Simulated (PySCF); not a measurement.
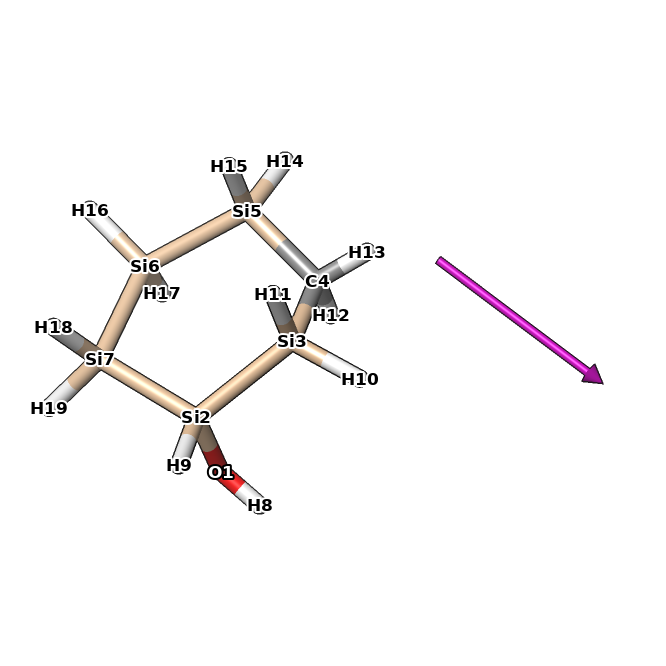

The arrow beside the molecule shows the direction of the dipole moment, from the negative to the positive end (its length means nothing). Computed geometry: GFN2-xTB optimisation. No frequency run is at hand to confirm it as a minimum. Method: PBE0/pcSseg-1, gas phase (PySCF 2.14.0).

> How large is the dipole moment?

1.69 D; it points from the side of H16 to the side of H10 (the outermost atoms at the two ends).

The geometry is semi-empirical. Around Si such bond lengths and angles can be off by a tenth of an ångström or more and by several degrees, and values that hang on the shape move with them.
